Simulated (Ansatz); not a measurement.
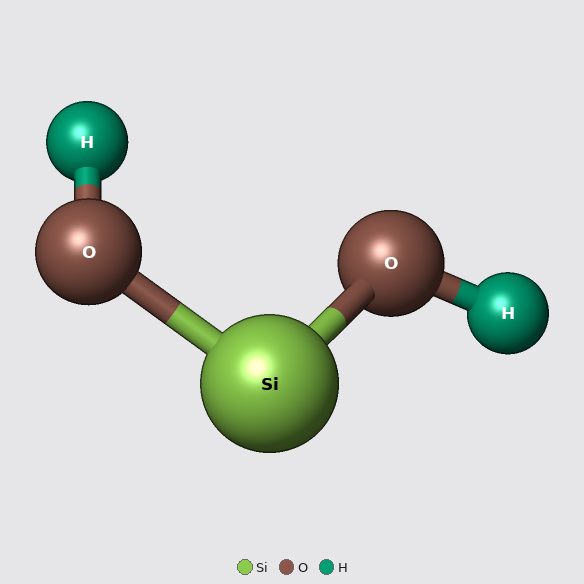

The geometry was computed by an optimisation with PBE0-D4/def2-TZVP.

Question: Give the formula.

Answer: H₂O₂Si, 5 atoms: 2 hydrogen, 2 oxygen and 1 silicon.

Question: Count the bonded pairs by element.

Answer: 2 O–Si, 2 O–H. Sticks follow a distance rule.

Question: Give the symmetry (Schoenflies symbol).

Answer: Cs.

The parts below concern this one geometry. Atoms keep their numbers from picture to picture.

## Dipole moment

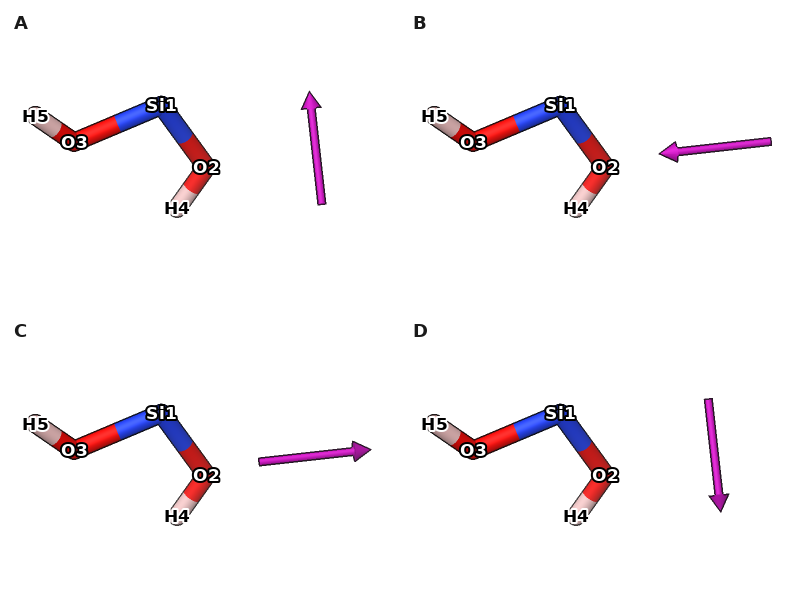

The same molecule four times, each with an arrow. Method: RKS PBE0-D4/def2-TZVP (Ansatz 0.2.0).

Question: Which arrow points along the dipole moment, from the negative to the positive end?

Answer: B. The dipole moment is 1.87 D; it points from the side of O2 to the side of H5 (the outermost atoms at the two ends).

## Thermal motion

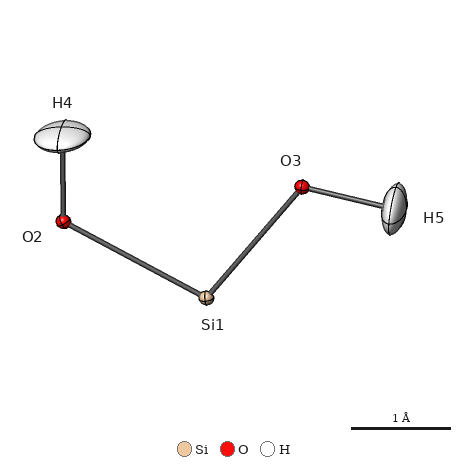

Displacement ellipsoids at the 50 % level, from the internal vibrations of the free molecule (harmonic, no overall translation or rotation; no half-axis is drawn under 0.075 Å). Vibrations computed with RKS PBE0-D4/def2-TZVP (Ansatz 0.2.0). Temperature: 400 K.

Give the displacement parameters, one line for each set of equivalent atoms.

| atom | U_eq (Å²) | rms amplitudes (Å) |
| --- | --- | --- |
| Si1 | 0.00043 | 0.007, 0.018, 0.030 |
| O2 | 0.0010 | 0.018, 0.026, 0.046 |
| O3 | 0.0011 | 0.018, 0.028, 0.047 |
| H4 | 0.0263 | 0.070, 0.184, 0.201 |
| H5 | 0.0264 | 0.078, 0.159, 0.219 |

## Vibrations

Harmonic vibrations computed with RKS PBE0-D4/def2-TZVP (Ansatz 0.2.0) at a stationary point of the same level.

Question: List the wavenumbers.

Answer: 9 modes: 324, 452, 516, 782, 803, 855, 913, 3838, 3898 cm⁻¹.
